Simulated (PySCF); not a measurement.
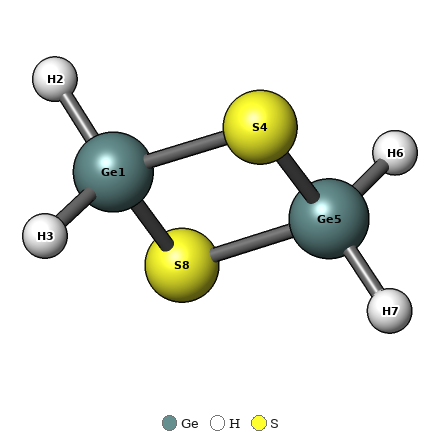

Ge₂H₄S₂, singlet. Vertical core-electron binding energies by ΔSCF (SCAN, pcX-2 on the ionised atom (unc-x2c-TZVPall on a metal), pcseg-1 elsewhere, spin-free X2C; PySCF, at a PBE0-D3(BJ)/def2-SVP geometry (no frequency check)), gas phase, against the vacuum level. One atom of each kind was ionised; within a panel, areas follow the number of like atoms and 2j + 1 (2p levels are split by first-order spin-orbit coupling, an approximation), each panel is scaled alone, Gaussians of 0.8 eV full width. Only the regions named are shown.

Question: Predict the S 2p and S 1s photoelectron lines.

Answer:
```
  level   atoms  binding energy (eV)
S 2p1/2  S4, S8                169.9
S 2p3/2  S4, S8                168.7
   S 1s  S4, S8               2476.4
```

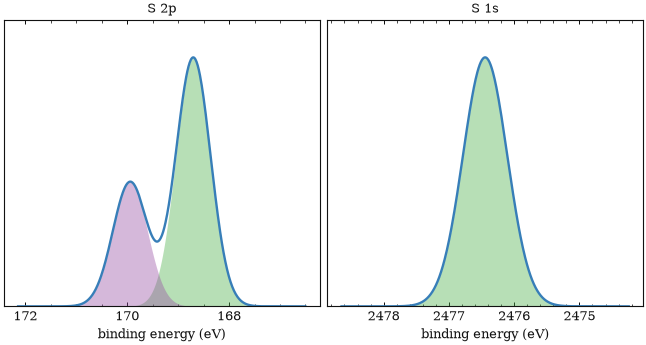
